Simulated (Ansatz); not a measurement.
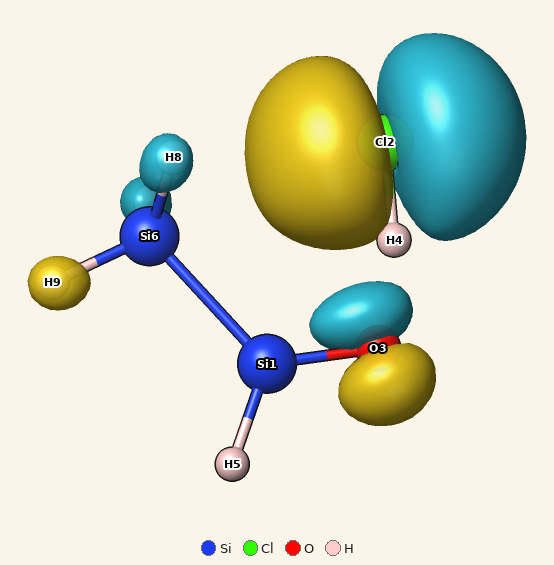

*H4OSi2···HCl. The HOMO−1 at ±0.08 Å⁻³ᐟ² (yellow and cyan are the two phases), seen at a tilt.*

The product side of a reaction path; geometry: PBE0-D4/def2-TZVP; a saddle point, not a minimum.

Method: Ansatz, RKS PBE0-D4/def2-TZVPP.

```xyz
9

Si   -0.8864   -0.8695   -0.4736
Cl    0.6001    2.1666   -1.4573
O    -1.1455   -0.0933   -1.7731
H    -0.2709    1.1611   -1.7523
H    -1.6265   -2.1439   -0.2511
Si    0.6235   -0.1385    1.1783
H     0.1574    1.1677    1.6938
H     1.9771   -0.0825    0.5834
H     0.5712   -1.1679    2.2519
```

What is the character of this orbital?

It lies mainly on Cl2 (about 85 %); largely a lone pair of Cl2. Its energy is −8.26 eV.
